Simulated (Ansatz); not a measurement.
**ClH5Si2···H2: density, localisation and related maps**

Input

```
crystal:
  periodic: [false, false, false]
  atoms:
    - { symbol: Si, position_ang: [-0.784115, 0.841923, 0.476586] }
    - { symbol: Si, position_ang: [0.020142, -1.250545, 0.189771] }
    - { symbol: H, position_ang: [-1.304039, 1.430684, -0.792148] }
    - { symbol: H, position_ang: [-1.871427, 0.873607, 1.49561] }
    - { symbol: Cl, position_ang: [0.704588, 2.140983, 1.172699] }
    - { symbol: H, position_ang: [1.431236, 0.261839, -1.584028] }
    - { symbol: H, position_ang: [1.23451, 0.896042, -1.354477] }
    - { symbol: H, position_ang: [1.455346, -1.308228, 0.587304] }
    - { symbol: H, position_ang: [-0.758513, -2.204115, 1.040493] }
    - { symbol: H, position_ang: [-0.127628, -1.682191, -1.231808] }
basis:
  gaussian: { orbitals: def2-SVPD }
hamiltonian:
  xc: pbe0
relax:
  f_tol: 0.03
  max_steps: 50
output:
  orbitals: {}
```

Run with:

```sh
ansatz run input.yaml --threads 4 --pin off --max-ram 5120MiB --backend cpu --events-out ev --progress --plain --runs-dir out
```

The fields are those of the run's last geometry, not of the input's.

Computed with RKS PBE0/def2-SVPD (Ansatz).

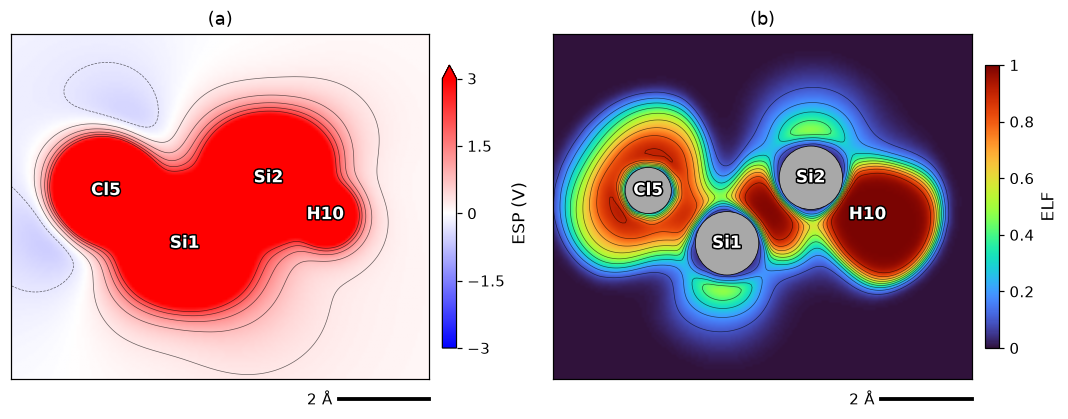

Figure 1. (a) molecular electrostatic potential; (b) ELF on the plane of atoms Si1, Si2 and H10. Grey discs cover the atomic cores in the ELF map.

Q: What do the fields say about this system?

A:
- The plane passes through Si, Cl and H nuclei.
- Si–Cl (2.09 Å): the ELF peaks at about 0.90 between the atoms, as expected for a polar covalent bond.
- Si–Si (2.35 Å): the ELF peaks at about 1 between the atoms, as expected for a shared electron pair.
- Si–H (1.50 Å): the ELF climbs to about 1 towards the hydrogen, as it does in any bond to H.
- The ELF also peaks beside Cl5, away from the bonds: lone-pair regions.
- Outside the dense part of the complex the potential is most negative (−0.6 V) near Cl5.

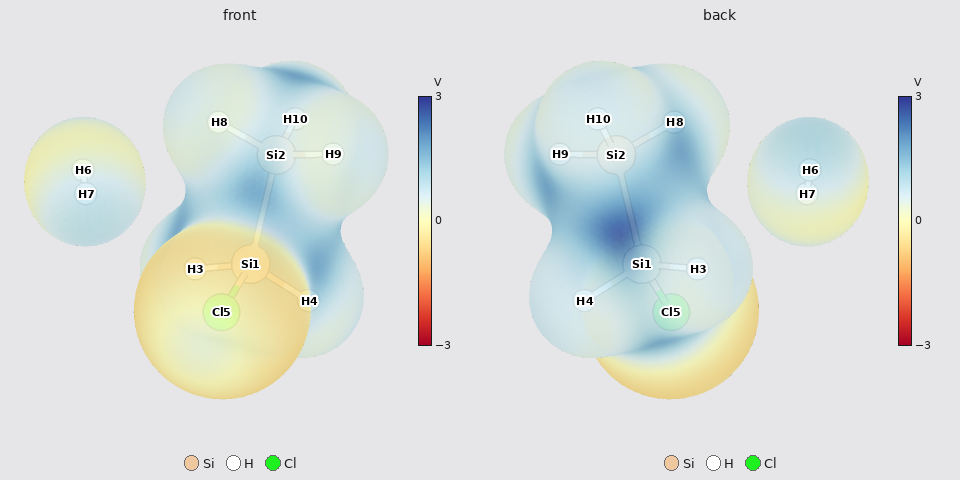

Figure 2. The electrostatic potential painted on the density surface at 0.004 e/bohr³, seen from the front and from behind; red is negative and blue positive.

Q: Which sites attract a positive test charge, and which a negative one?

A: A positive charge is drawn to the negative regions and a negative charge to the positive ones. The most negative region (about −0.6 V) lies over Cl5, the most positive (about +2.4 V) over Si1. Cl5 shows a σ-hole: about +0.3 V at the tip opposite its bond, against about −0.5 V on its flanks.

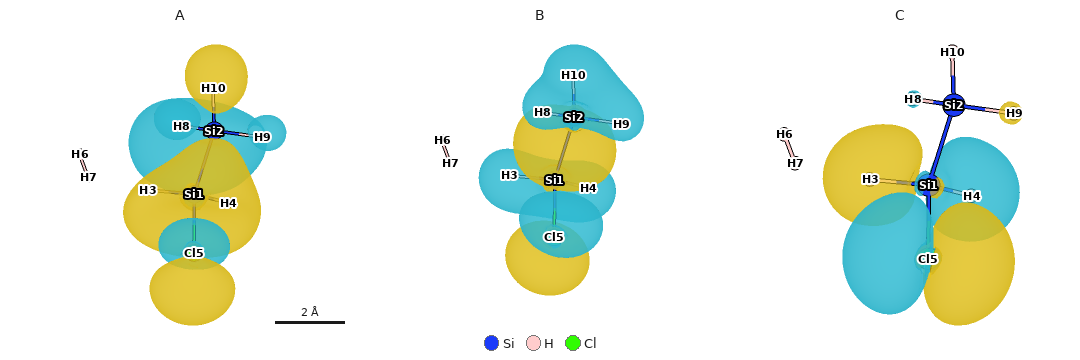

Figure 3. Three frontier orbitals at ±0.06 Å⁻³ᐟ² (yellow and cyan are the two phases), in no order.

Q: Which picture is the HOMO−1, the HOMO and the LUMO?

A: C is the HOMO−1 (−8.98 eV). Its weight (Hirshfeld) is mainly on Cl5 (about 65 %), Si1 (about 15 %), H4 (about 10 %) and H3 (about 10 %). B is the HOMO (−8.27 eV). By Hirshfeld shares it lies mainly on Cl5 (about 30 %), Si2 (about 25 %) and Si1 (about 25 %). A is the LUMO (−0.74 eV). Its weight (Hirshfeld) is mainly on Si1 (about 40 %), Cl5 (about 20 %) and Si2 (about 20 %).

Q: What is the HOMO–LUMO gap?

A: 7.53 eV between the orbital energies.
